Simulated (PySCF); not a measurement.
Consider C5H2ClNSe.

```xyz
10

C    -3.1354   -0.1281    0.3538
C    -1.9343   -0.0673    0.3182
C    -0.5388   -0.0344    0.2776
N     0.1772    1.0277    0.1959
C     1.5028    0.8253    0.1711
C     1.9275   -0.4718    0.2352
Cl    3.5495   -0.9906    0.2234
Se    0.4886   -1.6724    0.3440
H    -4.1837   -0.1614    0.3837
H     2.1554    1.6777    0.1033
```

Geometry: GFN2-xTB.

Method: PySCF 2.14.0, B3LYP/def2-SVPD, SCF density, gas phase.

> What will maps of the electron density and electron localisation function show?

C–C (1.20 Å): ρ at the midpoint is about 2.7 e/Å³; the ELF peaks at about 0.85 between the atoms; a short, multiple covalent bond.
C–N (1.28 Å): ρ is about 2.7 e/Å³ halfway; the ELF peaks at about 0.90 between the atoms: localised, covalent bonding.
C–Cl (1.70 Å): ρ is about 1.5 e/Å³ halfway; the ELF peaks at about 0.90 between the atoms (localised, covalent bonding).
C–Se (1.88 Å): the density is about 1.1 e/Å³ at the midpoint; the ELF peaks at about 0.90 between the atoms (localised, covalent bonding).

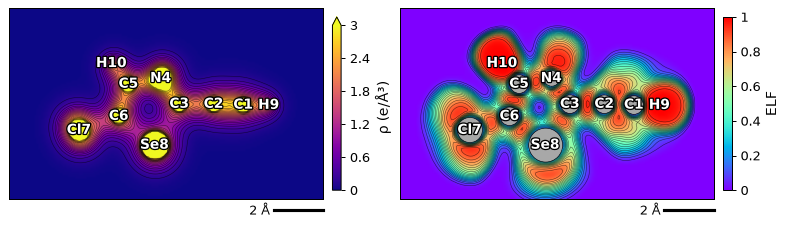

Computed electron density and electron localisation function on the molecular plane, in this order. Grey discs cover the atomic cores in the ELF map. 
